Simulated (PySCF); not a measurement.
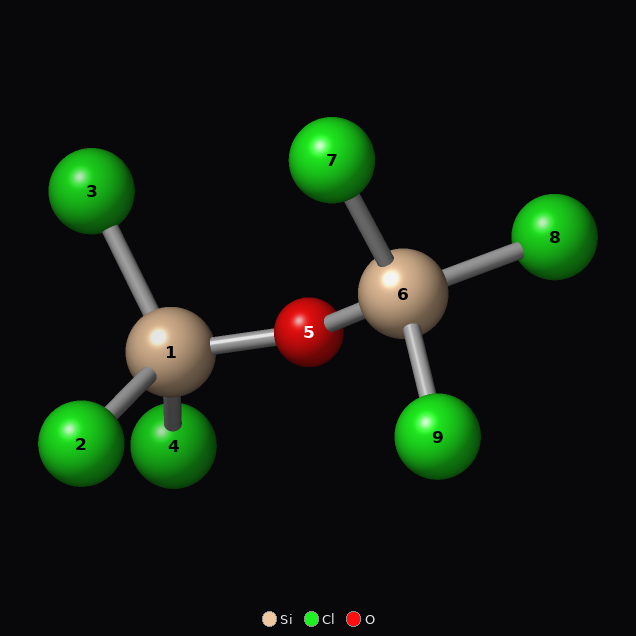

The atoms are numbered. The geometry was computed by an optimisation with PBE0-D3(BJ)/def2-SVP. No frequency run is at hand to confirm it as a minimum.

Question: What is the geometry at Si6?

Answer: Si6 has 4 neighbours (O5 at 1.63, Cl7 at 2.03, Cl8 at 2.03, Cl9 at 2.03 Å); the arrangement is tetrahedral.

Question: What is the geometry at Si1?

Answer: Si1 has 4 neighbours (Cl2 at 2.03, Cl3 at 2.03, Cl4 at 2.03, O5 at 1.64 Å); the arrangement is tetrahedral.

Question: What is the geometry at O5?

Answer: O5 has 2 neighbours (Si1 at 1.64, Si6 at 1.63 Å); the arrangement is bent.

Question: What is the dihedral angle Si1–O5–Si6–Cl7?

Answer: 35° in size, that is gauche.
